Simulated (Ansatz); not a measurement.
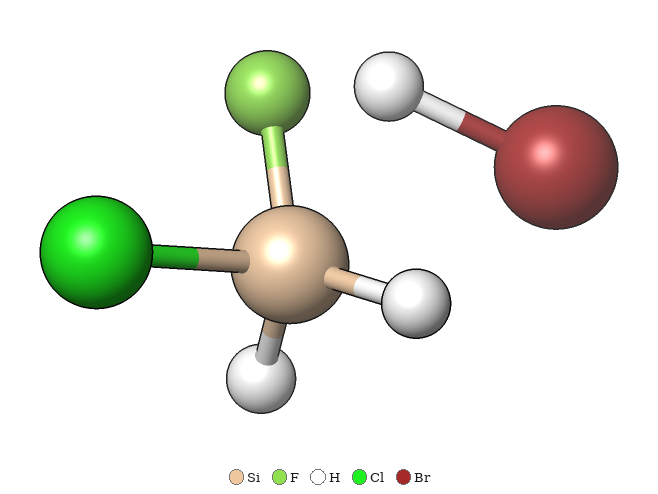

The structure as it stands in the input.

Ansatz 0.2.0 input:

```yaml
crystal:
  periodic: [false, false, false]
  atoms:
    - {symbol: Si, position_ang: [-0.115278, 0.434117, 0.342730]}
    - {symbol: F, position_ang: [0.266034, -1.120169, 0.463783]}
    - {symbol: H, position_ang: [-1.306360, 0.928448, -0.411385]}
    - {symbol: H, position_ang: [1.146967, 1.174064, 0.158409]}
    - {symbol: Cl, position_ang: [-0.764980, 0.631288, 2.292380]}
    - {symbol: H, position_ang: [0.437560, -1.316729, -0.679351]}
    - {symbol: Br, position_ang: [0.335958, -0.730919, -2.166668]}
basis:
  gaussian: {orbitals: def2-TZVP}
hamiltonian: {xc: pbe0, dispersion: d4}
relax: {f_tol: 0.005, max_steps: 200}
```

Result (its end):

```
mean field -93199.19398711 eV, -3425.0072063438 hartree, gradient 9.8e-6 eV, S^2 0.000000; 1 other end points of the search recorded, 0 dependent functions left out
the calculation of the forces begins
reference -93199.19401743 eV, -3425.0072074579 hartree; 39, 39 occupied and 132, 132 virtual orbitals, 1237 factors
Total energy: -93199.31861903 eV, -3425.0117864823 hartree
Atom 0 at    -0.230098     0.537186     0.730464 Å, force     0.000668     0.003164    -0.000325 eV/Å
Atom 1 at     0.022869    -1.039160     0.692213 Å, force     0.000963    -0.004211    -0.002891 eV/Å
Atom 2 at    -1.380235     0.841621    -0.138949 Å, force     0.001531     0.000061    -0.000800 eV/Å
Atom 3 at     1.020339     1.215032     0.345132 Å, force    -0.002017    -0.000641    -0.001055 eV/Å
Atom 4 at    -0.696192     1.051888     2.644527 Å, force    -0.001066     0.001781     0.004178 eV/Å
Atom 5 at     0.585538    -1.736742    -1.574584 Å, force     0.000332     0.002570    -0.003098 eV/Å
Atom 6 at     0.677680    -0.869725    -2.698904 Å, force    -0.000412    -0.002723     0.003991 eV/Å
Dipole moment:    -0.000604     0.081575    -0.060278 e Å
```
